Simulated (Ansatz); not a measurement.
**Run report: CH$_{7}$NOSi$_{2}$, phonon calculation**

- system: CH$_{7}$NOSi$_{2}$, SMILES N[SiH2]C1O[SiH2]1
- method: RKS B3LYP-D4/STO-3G (Ansatz 0.2.0)

It belongs to a series of runs on one base structure; here: vibrations at the highest image of the band. Figures and captions count atoms from 1; the log counts them from 0 in places.

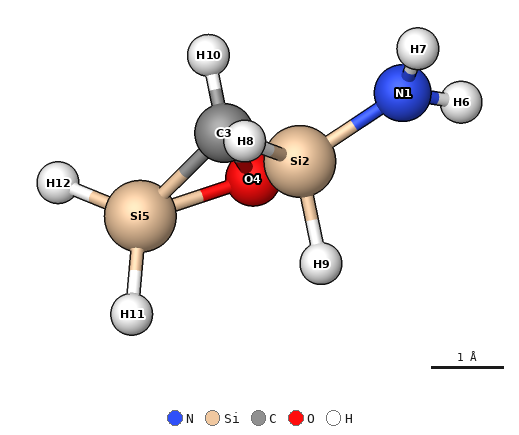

*The structure (ball-and-stick view, seen at a tilt; atoms are numbered from 1 in the order of the input).*

Bond lengths as drawn: C–H 1.11 Å, C–O 1.52 Å, C–Si 1.82 to 1.89 Å, H–N 1.03 Å, H–Si 1.44 to 1.45 Å, N–Si 1.72 Å and O–Si 1.74 Å.

**Input**
```yaml
crystal:
  periodic: [false, false, false]
  atoms:
    - { symbol: "N", position_ang: [-0.62273, 0.08861, 2.29819] }
    - { symbol: Si, position_ang: [-0.714665, -0.467313, 0.672723] }
    - { symbol: C, position_ang: [0.264553, 0.600314, -0.535282] }
    - { symbol: O, position_ang: [1.76269, 0.358058, -0.63413] }
    - { symbol: Si, position_ang: [0.933281, 0.018846, -2.124792] }
    - { symbol: H, position_ang: [0.223017, 0.006329, 2.879874] }
    - { symbol: H, position_ang: [-1.450645, 0.358368, 2.847074] }
    - { symbol: H, position_ang: [-2.113557, -0.434823, 0.304415] }
    - { symbol: H, position_ang: [-0.210599, -1.821299, 0.53172] }
    - { symbol: H, position_ang: [0.028405, 1.679477, -0.459672] }
    - { symbol: H, position_ang: [0.818029, -1.366194, -2.518745] }
    - { symbol: H, position_ang: [1.159422, 0.924327, -3.227476] }
basis:
  gaussian: { orbitals: STO-3G }
hamiltonian:
  xc: b3lyp
  dispersion: d4
phonons: {}
```

Run on 1 thread of Arm Neoverse V1, 24 GiB of memory available, shared host.

Launch command:
```bash
ansatz run input.yaml --threads 1 --pin off --max-ram 2048MiB --backend cpu --events-out ev --progress --plain --runs-dir out
```

**Log**
```
Engine: ansatz 0.2.0, aarch64-unknown-linux-gnu
Functional definition: B3LYP
  parameter a0 = 0.2
  parameter ax = 0.72
  parameter ac = 0.81
  exchange = (1 - a0 - ax)*slater_x + ax*b88_x + a0*exact_x
  correlation = (1 - ac)*vwn_rpa_c + ac*lyp_c
553 factors; integrals over basis functions are off by at most 1.2e-5 eV
mean field evaluation 1: about -20194.9972 eV, gradient 3.4e1 eV
mean field evaluation 2: about -20189.9032 eV, gradient 5.5e1 eV
mean field evaluation 4: about -20198.8879 eV, gradient 2.5e0 eV
mean field evaluation 8: about -20198.8623 eV, gradient 2.6e-2 eV
mean field -20198.86227048 eV, -742.2944971596 hartree, gradient 1.7e-5 eV, S^2 0.000000; 0 other end points of the search recorded, 0 dependent functions left out
the calculation of the forces begins
reference -20198.86248230 eV, -742.2945049439 hartree; 28, 28 occupied and 12, 12 virtual orbitals, 553 factors
these checks for a lower state are left out or cut short: stability, starts, cluster_reference, orbital_swaps, neighbouring_geometries, increment
553 factors; integrals over basis functions are off by at most 1.2e-5 eV
mean field evaluation 16: about -20198.8620 eV, gradient 7.9e-2 eV
mean field -20198.86200423 eV, -742.2944873749 hartree, gradient 1.5e-6 eV, S^2 0.000000; 0 other end points of the search recorded, 0 dependent functions left out
[... from here on the field's lines of each further geometry are left out, up to the last ...]
the calculation of the forces begins
reference -20198.86241974 eV, -742.2945026448 hartree; 28, 28 occupied and 12, 12 virtual orbitals, 553 factors
these checks for a lower state are left out or cut short: stability, starts, cluster_reference, orbital_swaps, neighbouring_geometries, increment
553 factors; integrals over basis functions are off by at most 1.2e-5 eV
mean field -20198.86223437 eV, -742.2944958324 hartree, gradient 1.7e-6 eV, S^2 0.000000; 0 other end points of the search recorded, 0 dependent functions left out
the calculation of the forces begins
reference -20198.86244620 eV, -742.2945036171 hartree; 28, 28 occupied and 12, 12 virtual orbitals, 553 factors
WARN: phonons: modes at or below zero, which the zero-point energy, F, S and C_V leave out: 1, the lowest at -351.64 cm⁻¹. A minimum has none, and a first-order saddle one
Total energy: -20199.29864646 eV, -742.3105336811 hartree
Atom 0 at    -0.622730     0.088610     2.298190 Å, force    -0.000477    -0.003223    -0.009014 eV/Å
Atom 1 at    -0.714665    -0.467313     0.672723 Å, force    -0.001082     0.001870    -0.005945 eV/Å
Atom 2 at     0.264553     0.600314    -0.535282 Å, force     0.003184     0.000416     0.007652 eV/Å
Atom 3 at     1.762690     0.358058    -0.634130 Å, force     0.001403     0.001095    -0.001848 eV/Å
Atom 4 at     0.933281     0.018846    -2.124792 Å, force    -0.000268    -0.000437     0.002290 eV/Å
Atom 5 at     0.223017     0.006329     2.879874 Å, force     0.000706     0.001296     0.000413 eV/Å
Atom 6 at    -1.450645     0.358368     2.847074 Å, force    -0.000301     0.000071     0.001053 eV/Å
Atom 7 at    -2.113557    -0.434823     0.304415 Å, force    -0.001039    -0.001553     0.004240 eV/Å
Atom 8 at    -0.210599    -1.821299     0.531720 Å, force    -0.001473    -0.001220     0.003395 eV/Å
Atom 9 at     0.028405     1.679477    -0.459672 Å, force     0.000587     0.001156    -0.002324 eV/Å
Atom 10 at     0.818029    -1.366194    -2.518745 Å, force    -0.000427    -0.000151     0.000068 eV/Å
Atom 11 at     1.159422     0.924327    -3.227476 Å, force    -0.000813     0.000679     0.000021 eV/Å
Dipole moment:    -0.222414    -0.056508    -0.121058 e Å
Vibrations: -351.64 52.29 131.76 174.74 254.35 310.03 538.84 597.43 645.60 689.39 759.30 808.04 855.27 902.95 934.99 1006.20 1046.82 1058.65 1092.05 1143.66 1184.84 1376.20 1784.53 2618.00 2625.76 2675.85 2680.62 3290.62 3746.74 3927.00 cm⁻¹, zero-point energy 2.412267 eV
```

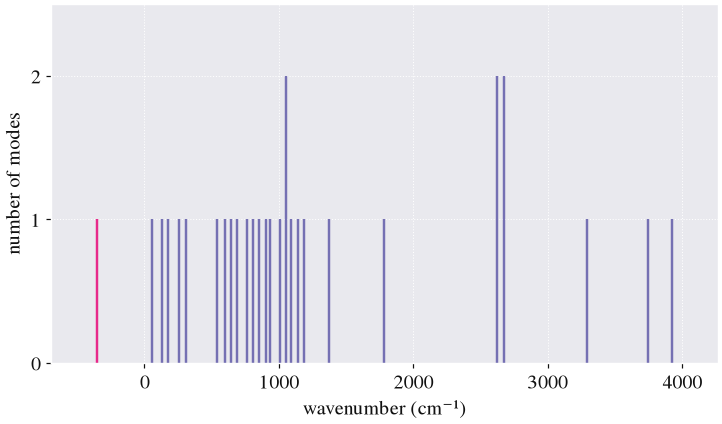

*Harmonic vibrational wavenumbers from the force constants; neighbouring modes closer than 19 cm⁻¹ are counted in one stick, and imaginary ones are drawn at negative wavenumbers.*

30 modes from 352i to 3927 cm⁻¹, 1 imaginary beyond 8i (352i cm⁻¹): a first-order saddle point, if the geometry is stationary.

**Results in brief**

| quantity | value |
| --- | --- |
| outcome | converged |
| total energy | −20199.2986 eV |
| mean-field energy | −20198.8625 eV |
| largest force (length of the vector) | 0.010 eV/Å |
| wall time | 2.3 min |
| peak memory | 0.11 GiB |
